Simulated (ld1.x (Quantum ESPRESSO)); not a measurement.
## Nd: pseudopotential generation

- system: neodymium (Nd, Z = 60), core [Xe], reference valence 4f4 5d0 6s1.5 6p0 (an ion of charge +0.5), valence charge 6.
- method: RRKJ potential, Wu–Cohen, scalar-relativistic, made with ld1.x (Quantum ESPRESSO) 7.5

**Input file**
```
 &input
   title='Nd', zed=60., rel=1, dft='WC', iswitch=3,
   config='[Xe] 4f4 5d0 6s1.5 6p0',
   nld=4, rlderiv=4.55, eminld=-2.0, emaxld=5.0, deld=0.02
 /
 &inputp
   pseudotype=2, tm=.false., rho0=0.005, lloc=1,
   nlcc=.false.,
   file_pseudopw='Nd.UPF', file_wfcaegen='ae.wfc', file_wfcncgen='nc.wfc', file_beta='beta', file_chi='chi'
 /
4
6S  1  0   1.50   0.00  3.75  3.75  0.0
5D  3  2   0.00   0.00  2.75  2.75  0.0
4F  4  3   4.00   0.00  1.45  1.45  0.0
6P  2  1   0.00   0.00  4.20  4.20  0.0
 &test
   configts(1)='4f4 5d0 6s1.5 6p0'
 /
```

Command:
```bash
ld1.x < Nd.in > Nd.out
```

**Log**
```
     Program LD1 v.7.5
     --------------------------- All-electron run ----------------------------

     Nd
     scalar relativistic calculation

     atomic number is 60.00
     dft =WC   lsd =0 sic =0 latt =0  beta=0.20 tr2=1.0E-14
     Exchange-correlation= WC
                           (   1   4  11   4   0   0   0)
     mesh =1257 r(mesh) = 100.04854 a.u. xmin = -7.00 dx = 0.01250
     1 Ry =  13.60569312 eV, c = 137.03599908

     n l     nl                  e(Ry)          e(Ha)          e(eV)
     1 0     1S 1( 2.00)     -3189.9776     -1594.9888    -43401.8558
     2 0     2S 1( 2.00)      -516.1230      -258.0615     -7022.2108
     2 1     2P 1( 6.00)      -461.4618      -230.7309     -6278.5079
     3 0     3S 1( 2.00)      -112.1223       -56.0611     -1525.5009
     3 1     3P 1( 6.00)       -94.8833       -47.4417     -1290.9534
     4 0     4S 1( 2.00)       -22.4502       -11.2251      -305.4502
     4 1     4P 1( 6.00)       -16.8036        -8.4018      -228.6249
     3 2     3D 1(10.00)       -70.9481       -35.4740      -965.2974
     5 0     5S 1( 2.00)        -3.1853        -1.5926       -43.3376
     5 1     5P 1( 6.00)        -1.8332        -0.9166       -24.9426
     4 2     4D 1(10.00)        -8.7772        -4.3886      -119.4199
     4 3     4F 1( 4.00)        -0.3377        -0.1689        -4.5951
     5 2     5D 1( 0.00)        -0.3314        -0.1657        -4.5095
     6 0     6S 1( 1.50)        -0.4254        -0.2127        -5.7883
     6 1     6P 1( 0.00)        -0.2298        -0.1149        -3.1260

     final scf error:  8.4E-15 reached in  29 iterations

     Etot =  -19246.007696 Ry,   -9623.003848 Ha, -261855.274557 eV

     Ekin =   20484.589070 Ry,   10242.294535 Ha,  278707.032634 eV
     Encl =  -46734.875581 Ry,  -23367.437790 Ha, -635860.375295 eV
     Eh   =    7446.602289 Ry,    3723.301145 Ha,  101316.185559 eV
     Exc  =    -442.323474 Ry,    -221.161737 Ha,   -6018.117455 eV

     normalization and overlap integrals

     s(1S/1S) =  1.000000  <r> =   0.0236  <r2> =    0.0008  r(max) =   0.0151
     s(2S/2S) =  1.000000  <r> =   0.1010  <r2> =    0.0120  r(max) =   0.0857
     s(2P/2P) =  1.000000  <r> =   0.0888  <r2> =    0.0096  r(max) =   0.0693
     s(3S/3S) =  1.000000  <r> =   0.2664  <r2> =    0.0811  r(max) =   0.2449
     s(3P/3P) =  1.000000  <r> =   0.2645  <r2> =    0.0811  r(max) =   0.2389
     s(4S/4S) =  1.000000  <r> =   0.6073  <r2> =    0.4163  r(max) =   0.5659
     s(4P/4P) =  1.000000  <r> =   0.6432  <r2> =    0.4705  r(max) =   0.5875
     s(3D/3D) =  1.000000  <r> =   0.2418  <r2> =    0.0688  r(max) =   0.1956
     s(5S/5S) =  1.000000  <r> =   1.4722  <r2> =    2.4387  r(max) =   1.3240
     s(5P/5P) =  1.000000  <r> =   1.7271  <r2> =    3.3907  r(max) =   1.5003
     s(4D/4D) =  1.000000  <r> =   0.7072  <r2> =    0.5806  r(max) =   0.6176
     s(4F/4F) =  1.000000  <r> =   1.1168  <r2> =    1.7639  r(max) =   0.6657
     s(5D/5D) =  1.000000  <r> =   3.0463  <r2> =   11.2296  r(max) =   2.2104
     s(6S/6S) =  1.000000  <r> =   4.1851  <r2> =   19.7253  r(max) =   3.6901
     s(6P/6P) =  1.000000  <r> =   5.4556  <r2> =   33.6856  r(max) =   4.6793

     ------------------------ End of All-electron run ------------------------

     --------------------- Generating NC pseudopotential ---------------------

      Generating local pot.: lloc=1, matching radius rcloc =   4.2000
     Message from routine compute phi:
     negative determinant

      ld=  -0.035553 f2ae  0.172790 faenor  0.421779
           0        1258        1257   100.04853695435048

 %%%%%%%%%%%%%%%%%%%%%%%%%%%%%%%%%%%%%%%%%%%%%%%%%%%%%%%%%%%%%%%%%%%%%%%%%%%%%%
     Error in routine compute_chi (1):
     n is too large
 %%%%%%%%%%%%%%%%%%%%%%%%%%%%%%%%%%%%%%%%%%%%%%%%%%%%%%%%%%%%%%%%%%%%%%%%%%%%%%

     stopping ...
```

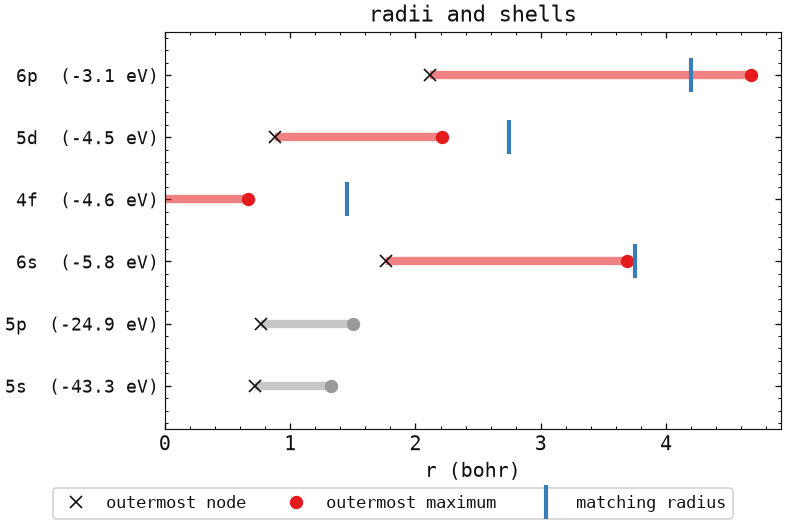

Fig. 1: Outer shells of the all-electron reference atom: each bar runs from the outermost node (or the nucleus) to the outermost maximum of u(r); the tick is the radius chosen for the pseudo-wave. Shells without a tick have no pseudo-wave of their own. Levels, nodes and maxima are from ld1.x, scalar-relativistic.

- Radii against the shells: 6s: 3.75 bohr, outside the maximum; 4f: 1.45 bohr, outside the maximum; 5d: 2.75 bohr, outside the maximum; 6p: 4.20 bohr, between node and maximum.

**Outcome**

```
quantity                      value
 outcome        ended with an error
hardware  1 CPU thread, shared host
```

**What went wrong**

The generator stopped with the message “compute_chi: n is too large”. In words: the routine that builds χ = (ε − T − V_loc)φ ran off the radial mesh.
